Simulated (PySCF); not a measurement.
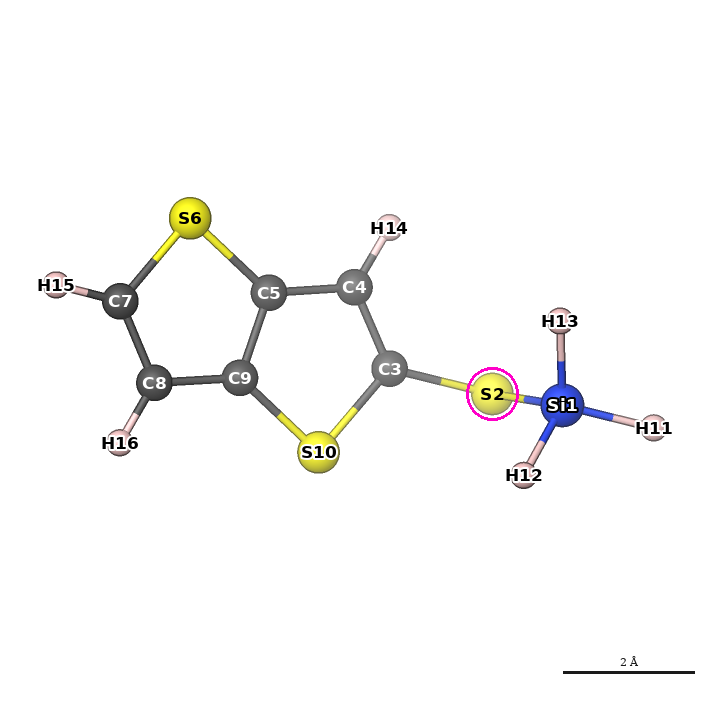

Orthographic view. Atoms fade into the background with distance from the viewer. The computed structure is the end point of a PBE0-D3(BJ)/def2-SVP optimisation. No frequency run is at hand to confirm it as a minimum.

**Name the neighbours of the circled atom.**

The circled atom is S2; it is bonded to Si1, C3.

**Which two atoms are farthest apart in space?**

H11 and H15, 9.51 Å.

**Which atom is farthest from the viewer?**

S2, 1.7 Å behind the mean position.

**What is the shortest path along bonds from the circled atom to C9?**

S2–C3–S10–C9, 3 bonds; through space the two are 4.20 Å apart.
